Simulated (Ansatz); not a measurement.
## Geometry relaxation of HfH2OF4 (part 2 of 2)

Continued. System: HfH2OF4. Method: RKS PBE-D4/def2-SVP (Ansatz 0.2.0). The input holds or restrains some coordinates. It belongs to a series of runs on one base structure; here: pulled along the bonds that form and break, towards end A.

Geometry of the input (Å):
```
Hf 0.0000  0.0000  0.0000
F  0.0000  0.0000  2.3300
F  1.8671  0.0000  -0.6593
F  -0.9326  1.6157  -0.6593
F  -0.9326  -1.6157  -0.6593
O  -2.2491  0.0000  0.7473
H  -2.7942  -0.6297  0.1759
H  -1.3253  0.0000  1.9476
```

### Trajectory as extended XYZ, continued
```
8
Properties=species:S:1:pos:R:3:forces:R:3 step=3 energy=-14239.81089
Hf    0.2027    0.0055    0.0476   -6.4883   0.2961   1.9558
F     0.1883    0.0035    2.1733   -0.0392   0.0006  -2.9521
F     1.8991   -0.0003   -0.6701    2.0590  -0.0089  -0.8227
F    -0.8788    1.5749   -0.6489    2.1338  -1.7176   0.5588
F    -0.8856   -1.5759   -0.6488    1.8023   1.6624   0.6218
O    -2.4659    0.0163    0.9846    1.6505   0.2836   0.8877
H    -2.7612   -0.6263    0.2244    1.7286   0.6705   2.5461
H    -1.6652   -0.0275    1.7608   -2.8468  -1.1867  -2.7955
8
Properties=species:S:1:pos:R:3:forces:R:3 step=4 energy=-14240.85444
Hf    0.2514    0.0106    0.0518   -4.3880   0.1418   0.7326
F     0.2447    0.0064    2.0527    0.0919  -0.0230  -1.5785
F     1.9594   -0.0005   -0.6936    1.3987  -0.0086  -0.5273
F    -0.8157    1.5314   -0.6324    1.4749  -1.1065   0.4306
F    -0.8343   -1.5292   -0.6270    1.2665   1.2016   0.5651
O    -2.6260    0.0183    1.0959    0.1219  -0.3823  -1.0601
H    -2.7228   -0.6116    0.2817    1.0459   1.0014   2.3633
H    -1.8233   -0.0551    1.6939   -1.0119  -0.8244  -0.9257
8
Properties=species:S:1:pos:R:3:forces:R:3 step=5 energy=-14241.37672
Hf    0.2477    0.0320   -0.0414   -0.5503   0.0687   1.0287
F     0.1609    0.0086    1.9131    0.1468  -0.0152  -0.6561
F     2.0385   -0.0098   -0.7043    0.2033  -0.0230  -0.0413
F    -0.6592    1.5626   -0.6971    0.0757   0.3501  -0.2535
F    -0.7357   -1.4961   -0.6389   -0.0355  -0.1994  -0.1363
O    -2.7518    0.0194    1.1980    0.4209  -0.6103  -1.3363
H    -2.6884   -0.6129    0.4028    0.0986   0.7964   1.7186
H    -1.9788   -0.1333    1.7906   -0.3596  -0.3673  -0.3238
8
Properties=species:S:1:pos:R:3:forces:R:3 step=6 energy=-14241.51756
Hf    0.2379    0.0816   -0.0739   -0.5605  -0.0390   0.9668
F     0.1010    0.0424    1.8793    0.2132   0.0088  -0.6333
F     2.0545   -0.0564   -0.6539    0.1075  -0.0115   0.0069
F    -0.5350    1.6436   -0.8310    0.0338   0.2825  -0.1620
F    -0.7365   -1.4430   -0.7027   -0.0256  -0.1203  -0.0930
O    -2.7391    0.0149    1.2263    0.6585  -0.5570  -0.8382
H    -2.7265   -0.6904    0.5123    0.0421   0.5878   1.1275
H    -2.0229   -0.2226    1.8665   -0.4690  -0.1514  -0.3747
8
Properties=species:S:1:pos:R:3:forces:R:3 step=7 energy=-14241.60450
Hf    0.2225    0.0917   -0.1141   -0.4760   0.0324   0.8212
F     0.0597    0.0172    1.8378    0.1952   0.0280  -0.6073
F     2.0714   -0.0444   -0.5871   -0.0090  -0.0094   0.0289
F    -0.4409    1.6934   -0.9154    0.0326   0.0743  -0.0247
F    -0.6722   -1.4455   -0.8295   -0.0266  -0.0428  -0.0415
O    -2.7345    0.0374    1.2384    0.8563  -0.4677  -0.2680
H    -2.8173   -0.7697    0.6719   -0.0138   0.3396   0.5270
H    -2.0555   -0.2098    1.9210   -0.5586   0.0456  -0.4355
8
Properties=species:S:1:pos:R:3:forces:R:3 step=8 energy=-14241.64523
Hf    0.2305    0.1270   -0.1376   -0.5709  -0.1494   0.7580
F     0.0388    0.0386    1.8111    0.2075   0.0802  -0.5602
F     2.0865   -0.0747   -0.5530   -0.0102  -0.0038   0.0231
F    -0.3336    1.7492   -0.9781   -0.0066   0.0687   0.0271
F    -0.6763   -1.3929   -0.8775    0.0506   0.0004  -0.0481
O    -2.7269    0.0044    1.2158    0.7870  -0.4625  -0.0678
H    -2.9153   -0.8752    0.8107    0.0547   0.3760   0.2942
H    -2.0704   -0.2061    1.9315   -0.5120   0.0904  -0.4262
8
Properties=species:S:1:pos:R:3:forces:R:3 step=9 energy=-14241.67415
Hf    0.2220    0.0939   -0.1664   -0.4671  -0.0109   0.7586
F     0.0288   -0.0042    1.7841    0.1269   0.0314  -0.5620
F     2.0955   -0.0357   -0.5104    0.0189  -0.0001   0.0061
F    -0.3208    1.7484   -0.9614   -0.0265   0.0036   0.0234
F    -0.5556   -1.4298   -1.0311   -0.0373  -0.0220  -0.0069
O    -2.7280    0.0150    1.1937    0.8782  -0.1097   0.1370
H    -3.0243   -0.8907    0.9777   -0.0236   0.0304   0.0599
H    -2.0843   -0.1266    1.9368   -0.4696   0.0773  -0.4162
8
Properties=species:S:1:pos:R:3:forces:R:3 step=10 energy=-14241.65413 accepted=F
Hf    0.2509    0.0856   -0.1877   -0.6008  -0.1226   0.7693
F     0.0251   -0.0261    1.7589    0.1543   0.0448  -0.5775
F     2.1323   -0.0148   -0.5000    0.0182   0.0039  -0.0042
F    -0.3121    1.7528   -0.9417   -0.0056  -0.0079   0.0066
F    -0.5032   -1.4314   -1.0901    0.0354   0.0467   0.0142
O    -2.7140   -0.0022    1.1419    0.2801  -1.2710   0.3410
H    -3.1516   -0.9089    1.1247    0.5920   1.2168  -0.0324
H    -2.0941   -0.0847    1.9169   -0.4736   0.0894  -0.5170
8
Properties=species:S:1:pos:R:3:forces:R:3 step=11 energy=-14241.67676
Hf    0.2422    0.0879   -0.1775   -0.5776  -0.0283   0.7724
F     0.0257   -0.0118    1.7698    0.1573   0.0283  -0.5578
F     2.1198   -0.0264   -0.5079    0.0223   0.0012  -0.0034
F    -0.3243    1.7484   -0.9438    0.0045  -0.0121   0.0097
F    -0.5356   -1.4295   -1.0545    0.0079  -0.0069  -0.0103
O    -2.7187    0.0080    1.1644    0.6746  -0.4882   0.1758
H    -3.0864   -0.8990    1.0484    0.1461   0.4112   0.0389
H    -2.0894   -0.1073    1.9240   -0.4350   0.0948  -0.4254
8
Properties=species:S:1:pos:R:3:forces:R:3 step=12 energy=-14241.67947
Hf    0.2407    0.0801   -0.1791   -0.5200  -0.0479   0.7464
F     0.0275   -0.0296    1.7679    0.1331   0.0310  -0.5514
F     2.1212   -0.0141   -0.5045   -0.0085   0.0030   0.0017
F    -0.3330    1.7424   -0.9347   -0.0029  -0.0028   0.0040
F    -0.5148   -1.4384   -1.0743    0.0013   0.0048   0.0038
O    -2.7228    0.0070    1.1597    0.8436  -0.0350   0.2044
H    -3.0959   -0.8900    1.0698   -0.0101  -0.0088  -0.0016
H    -2.0895   -0.0870    1.9181   -0.4366   0.0556  -0.4072
```

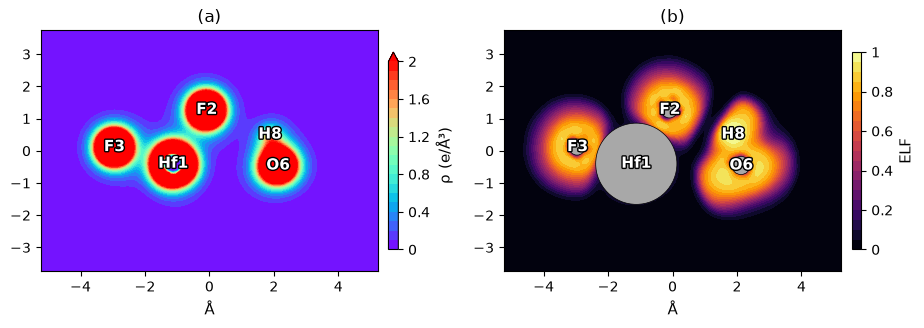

(a) electron density; (b) electron localisation function on the plane of atoms F2, Hf1 and F3. Grey discs, where drawn, cover atomic cores. The section cuts through Hf, F, O and H sites. Hf1···O6 (3.25 Å): ρ at the midpoint is about 0.05 e/Å³; the ELF is only about 0 between them. Hf–F (1.91 Å): ρ at the midpoint is about 0.89 e/Å³; the ELF peaks at about 0.80 in the valence shell of F, 0.5 Å from its nucleus, and drops to about 0.20 between the two atoms. Hf–F (1.96 Å): ρ at the midpoint is about 0.78 e/Å³; the ELF peaks at about 0.90 in the valence shell of F, 0.5 Å from its nucleus, and drops to about 0.15 between the two atoms.

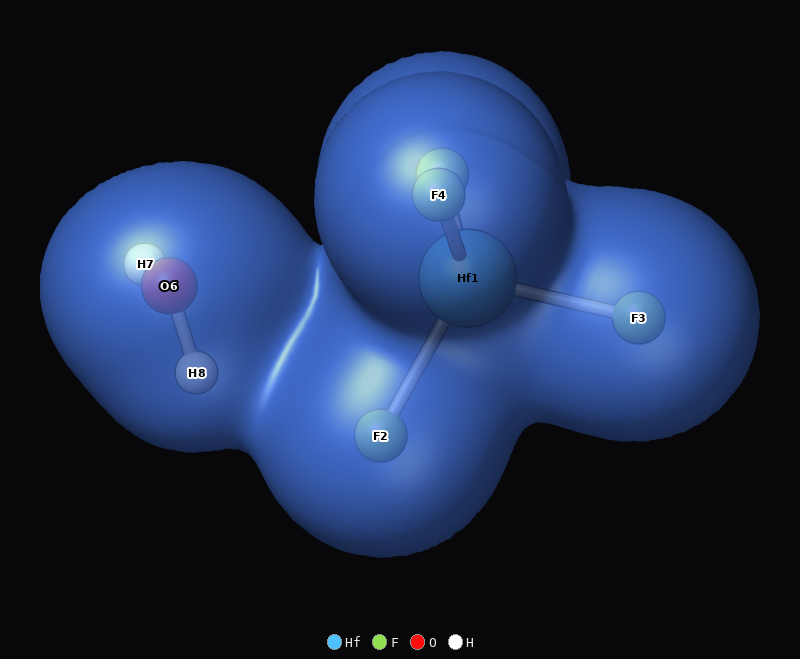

Isosurface of the electron density at 0.04 e/Å³ (blue), seen at a tilt. At this value the surface is in one piece. On the grid the lowest density along these lines, outside the cores, is 0.05 e/Å³ (Hf···O, 3.25 Å), 0.86 e/Å³ (Hf–F, 1.91 Å), 2.3 e/Å³ (O–H, 0.98 Å) and 0.75 e/Å³ (Hf–F, 1.96 Å).

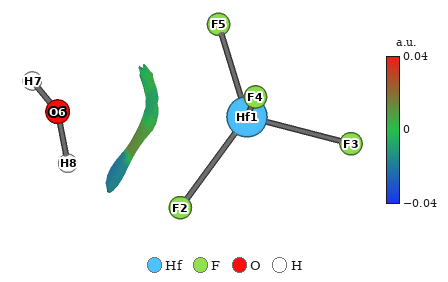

Non-covalent interaction (NCI) plot: the surface where the reduced density gradient is 0.5, for densities under 0.05 a.u., coloured by sign(λ₂)ρ; seen face on. H8···F2 (2.1 Å): a hydrogen bond (blue, attractive).

### Results in brief

- outcome: converged under the restraints of the input
- total energy: −14241.6795 eV
- mean-field energy: −14241.5608 eV
- largest force (length of the vector) at the end, held atoms and coordinates included: 0.911 eV/Å
- hardware: 2 threads of Arm Neoverse V2, 24 GiB of memory available, shared host
- wall time: 29 s (CPU time 55 s)
- peak memory: 0.22 GiB
